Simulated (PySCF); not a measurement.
**C2H13FSi5 (SMILES CC[Si]1(F)[SiH2][SiH2][SiH2][SiH2]1): density, localisation and related maps**

```yaml
atoms:
  - { symbol: C, position_ang: [2.6466, 0.3725, 0.9615] }
  - { symbol: C, position_ang: [2.4860, -0.1432, -0.4622] }
  - { symbol: Si, position_ang: [0.6523, -0.3037, -0.9658] }
  - { symbol: F, position_ang: [0.7453, -0.7903, -2.5295] }
  - { symbol: Si, position_ang: [-0.5656, 1.6979, -0.9628] }
  - { symbol: Si, position_ang: [-2.6641, 1.1679, -0.0822] }
  - { symbol: Si, position_ang: [-2.5712, -0.9986, 0.7979] }
  - { symbol: Si, position_ang: [-0.5330, -1.9659, 0.1862] }
  - { symbol: H, position_ang: [2.2044, 1.3619, 1.0647] }
  - { symbol: H, position_ang: [2.1573, -0.2936, 1.6702] }
  - { symbol: H, position_ang: [3.6982, 0.4429, 1.2352] }
  - { symbol: H, position_ang: [2.9813, -1.1131, -0.5497] }
  - { symbol: H, position_ang: [3.0064, 0.5295, -1.1478] }
  - { symbol: H, position_ang: [-0.6387, 2.3473, -2.2764] }
  - { symbol: H, position_ang: [0.1077, 2.7019, -0.1223] }
  - { symbol: H, position_ang: [-3.7072, 1.2666, -1.1121] }
  - { symbol: H, position_ang: [-3.0870, 2.1526, 0.9214] }
  - { symbol: H, position_ang: [-2.7127, -0.9767, 2.2601] }
  - { symbol: H, position_ang: [-3.7135, -1.8150, 0.3684] }
  - { symbol: H, position_ang: [-0.7186, -3.1817, -0.6143] }
  - { symbol: H, position_ang: [0.2170, -2.4423, 1.3590] }
```

Geometry: GFN2-xTB.

Method: PBE0/pcSseg-1, SCF density, gas phase, non-relativistic (PySCF 2.14.0).

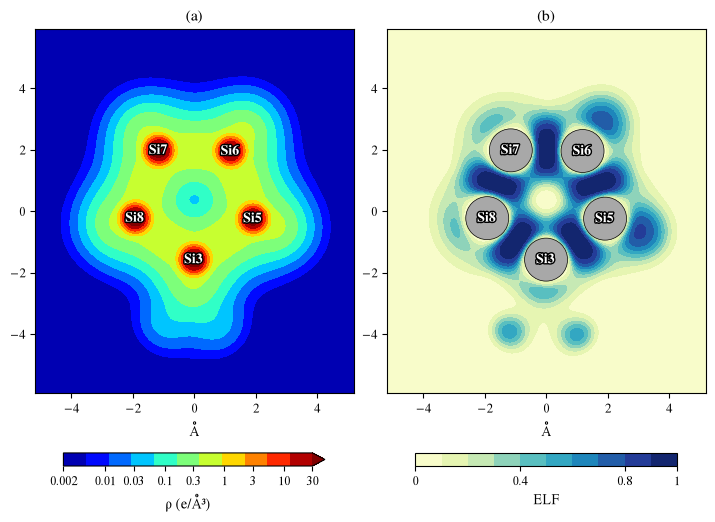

Figure 1. (a) total electron density; (b) electron localisation function on the plane of atoms Si3, Si8 and Si7. Grey discs cover the atomic cores in the ELF map.

What do the fields say about this system?

Answer. The plane passes through Si nuclei. Si–Si (2.34 Å): the density is about 0.63 e/Å³ at the midpoint; the ELF peaks at about 1 between the atoms (localised, covalent bonding).

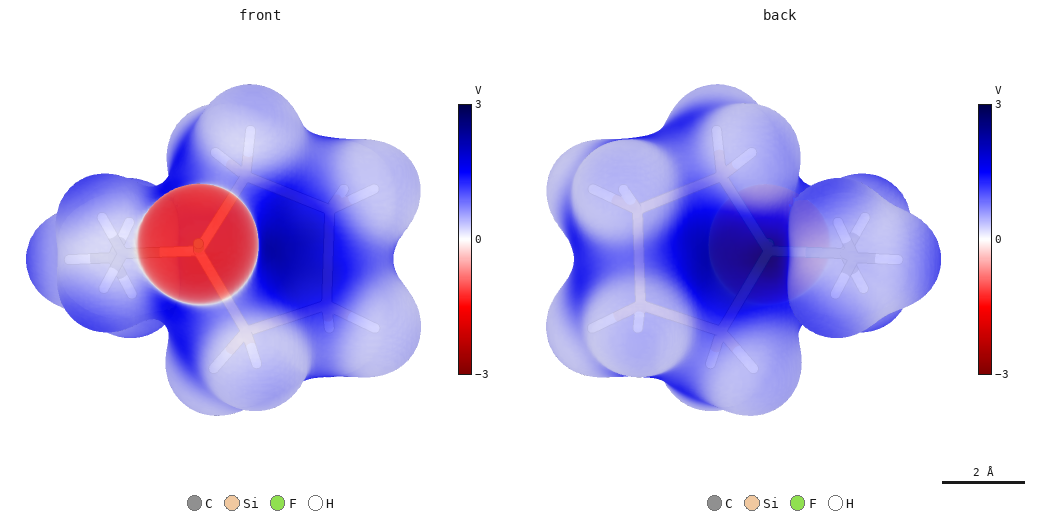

Figure 2. The electrostatic potential painted on the density surface at 0.004 e/bohr³, seen from the front and from behind; red is negative and blue positive.

Which sites attract a positive test charge, and which a negative one?

Answer. A positive charge is drawn to the negative regions and a negative charge to the positive ones. The most negative region (about −1.3 V) lies over F4, the most positive (about +2.3 V) over Si3.

How polar is the molecule by this calculation?

Answer. Its dipole moment is 1.64 D.
